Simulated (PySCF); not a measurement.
**GeSiH4F2 (SMILES F[SiH](F)[GeH3]) at 6 levels**

Wanted: a comparison of 6 runs (B2PLYP/def2-SVP, BLYP/def2-SVP, M06-L/def2-SVP, SVWN5/def2-SVP, TPSS/def2-SVP, r2SCAN/def2-SVP) of GeSiH4F2. The job is set up through a Python script.

The results are computed with PySCF 2.14.0.

1 further run of the same task is left out (set aside as unsound or not needed).

### Step 1. The molecule

The species is GeSiH4F2 (8 atoms), meant as a singlet with charge 0. SMILES: `F[SiH](F)[GeH3]`. The shape is that of a PBE0-D4/def2-TZVP optimisation.

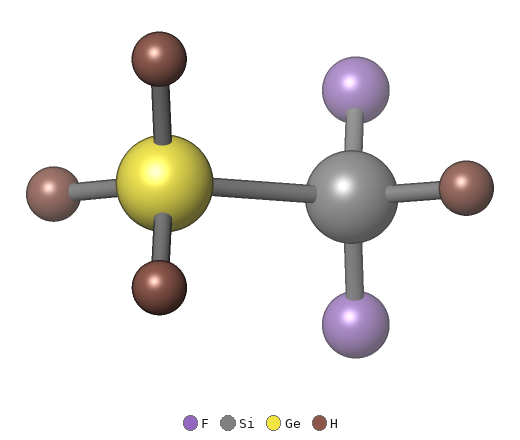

Viewed from a chosen angle; fluorine purple, silicon grey, germanium yellow, hydrogen brown.

### Step 2. A single-point energy at B2PLYP/def2-SVP (run 1)

Input file start.xyz:

```xyz
8

F      1.301800    -1.418600     1.197400
Si     1.139900    -0.126600     0.280900
F      1.983100    -0.386400    -1.044700
Ge    -1.151500     0.164400    -0.281300
H      1.776500     1.004200     0.994900
H     -1.970000     0.389600     0.998800
H     -1.682300    -1.076600    -1.011200
H     -1.305500     1.392900    -1.190400
```

Input file input.py:

```python
from pyscf import gto, dft, mp

molecule = gto.M(
    atom='start.xyz',
    max_memory=1860,
    basis='def2-svp',
    verbose=4,
)

ks = dft.RKS(molecule, xc='0.53*HF + 0.47*B88, 0.73*LYP')
ks.grids.level = 5
ks.conv_tol = 1e-10
ks.kernel()
if not ks.converged:
    ks = ks.newton().run(ks.mo_coeff, ks.mo_occ)

pt = mp.MP2(ks, frozen=16).run()
etot = ks.e_tot + 0.27 * pt.e_corr
print('PT2 part  %.8f' % (0.27 * pt.e_corr))
print('Final energy', etot)
```

Started as:

```sh
OMP_NUM_THREADS=1 python input.py
```

Standard output:

```text
PySCF version 2.14.0

[... 78 lines left out ...]
converged SCF energy = -2567.30151349889
[... 1 line left out ...]
******** <class 'pyscf.mp.mp2.RMP2'> ********
nocc = 18, nmo = 82
frozen orbitals 16
E(RMP2) = -2568.14390713042  E_corr = -0.842393631537773
E(SCS-RMP2) = -2568.1152221067  E_corr = -0.813708607818333
E_corr(same-spin) = -0.227496634646532
E_corr(oppo-spin) = -0.614896996891241
PT2 part  -0.22744628
Final energy -2567.5289597794017
```

It took 18 s on 1 thread of Intel Xeon at 2.70GHz, shared host; peak memory 0.52 GiB.

### Step 3. The energy at BLYP/def2-SVP (run 2)

Input file calc.py:

```python
from pyscf import gto, dft

mol = gto.M(
    atom='''
F        1.301800      -1.418600       1.197400
Si       1.139900      -0.126600       0.280900
F        1.983100      -0.386400      -1.044700
Ge      -1.151500       0.164400      -0.281300
H        1.776500       1.004200       0.994900
H       -1.970000       0.389600       0.998800
H       -1.682300      -1.076600      -1.011200
H       -1.305500       1.392900      -1.190400
''',
    spin=0,
    max_memory=1860,
    charge=0,
    verbose=4,
    basis='def2-svp',
)

mf = dft.RKS(mol, xc='blyp')
mf.grids.level = 5
mf.conv_tol = 1e-10
mf.kernel()
if not mf.converged:
    mf = mf.newton().run(mf.mo_coeff, mf.mo_occ)

energy = mf.e_tot
print('Final energy', energy)
```

Started as:

```sh
OMP_NUM_THREADS=1 python calc.py
```

Standard output:

```text
PySCF version 2.14.0

[... 80 lines left out ...]
converged SCF energy = -2568.20312492643
Final energy -2568.203124926433
```

Run time: 23 s. Hardware: 1 thread of Intel Xeon at 2.70GHz, shared host; peak memory 0.52 GiB.

Run 3 isn't shown in full; the table further down has it.

### Step 4. A single-point energy at SVWN5/def2-SVP (run 4)

Input file calc.py:

```python
# F[SiH](F)[GeH3]
from pyscf import gto, dft

mol = gto.M(
    atom=[
    ('F', (1.301800, -1.418600, 1.197400)),
    ('Si', (1.139900, -0.126600, 0.280900)),
    ('F', (1.983100, -0.386400, -1.044700)),
    ('Ge', (-1.151500, 0.164400, -0.281300)),
    ('H', (1.776500, 1.004200, 0.994900)),
    ('H', (-1.970000, 0.389600, 0.998800)),
    ('H', (-1.682300, -1.076600, -1.011200)),
    ('H', (-1.305500, 1.392900, -1.190400)),
],
    verbose=3,
    basis='def2-svp',
    spin=0,
    max_memory=1860,
)

mf = dft.RKS(mol)
mf.xc = 'svwn'
mf.grids.level = 5
mf.conv_tol = 1e-10
mf.kernel()
if not mf.converged:
    mf = mf.newton().run(mf.mo_coeff, mf.mo_occ)

energy = mf.e_tot
print('E(%s) = %.9f' % ('SVWN5', energy))
```

Started as:

```sh
OMP_NUM_THREADS=1 python calc.py
```

Standard output:

```text
converged SCF energy = -2562.581707707
E(SVWN5) = -2562.581707707
```

Wall time 12 s (1 thread of Intel Xeon at 2.70GHz, shared host); peak memory 0.34 GiB.

Run 5 isn't shown in full; the table further down has it.

### Step 5. A single-point energy at r2SCAN/def2-SVP (run 6)

Input file run.py:

```python
from pyscf import gto, dft

mol = gto.M(
    atom='''
F        1.301800      -1.418600       1.197400
Si       1.139900      -0.126600       0.280900
F        1.983100      -0.386400      -1.044700
Ge      -1.151500       0.164400      -0.281300
H        1.776500       1.004200       0.994900
H       -1.970000       0.389600       0.998800
H       -1.682300      -1.076600      -1.011200
H       -1.305500       1.392900      -1.190400
''',
    max_memory=1860,
    spin=0,
    basis='def2-svp',
    verbose=3,
)

mf = dft.RKS(mol, xc='r2scan')
mf.grids.level = 5
mf.conv_tol = 1e-10
mf.kernel()
if not mf.converged:
    mf = mf.newton().run(mf.mo_coeff, mf.mo_occ)

etot = mf.e_tot
print('E(%s) = %.9f' % ('R2SCAN', etot))
```

Started as:

```sh
OMP_NUM_THREADS=1 python run.py
```

Standard output:

```text
converged SCF energy = -2568.06868668545
E(R2SCAN) = -2568.068686685
```

It took 34 s on 1 thread of Intel Xeon at 2.70GHz, shared host; peak memory 0.52 GiB.

### Step 6. Overview of the runs

| run | level | frozen core orbitals | energy (Eh) | dipole moment (D) | HOMO energy (eV) | LUMO energy (eV) | wall time |
| --- | --- | --- | --- | --- | --- | --- | --- |
| 1 | B2PLYP/def2-SVP | 16 | -2567.528960 | 1.70 | -9.58 | 1.27 | 18 s |
| 2 | BLYP/def2-SVP | – | -2568.203125 | 1.31 | -7.02 | -0.59 | 23 s |
| 3 | M06-L/def2-SVP | – | -2568.098627 | 1.58 | -7.50 | -0.36 | 36 s |
| 4 | SVWN5/def2-SVP | – | -2562.581708 | 1.43 | -7.25 | -0.98 | 12 s |
| 5 | TPSS/def2-SVP | – | -2568.198792 | 1.33 | -7.36 | -0.64 | 36 s |
| 6 | r2SCAN/def2-SVP | – | -2568.068687 | 1.45 | -7.54 | -0.53 | 34 s |

### Step 7. Outcome

```
            quantity           value
 run 6: total energy  -2568.06869 Eh
run 6: dipole moment          1.45 D
  run 6: HOMO energy        -7.54 eV
  run 6: LUMO energy        -0.53 eV
run 6: HOMO–LUMO gap         7.01 eV
```

What this shows: The dipole moment (its size) runs from 1.31 D (BLYP/def2-SVP) to 1.70 D (B2PLYP/def2-SVP). A double hybrid's value is that of its SCF part. The HOMO–LUMO gap runs from 6.27 eV (SVWN5/def2-SVP) to 10.85 eV (B2PLYP/def2-SVP). Totals of different functionals can't be ranked against each other. All runs together took 2.7 min, the longest 36 s.
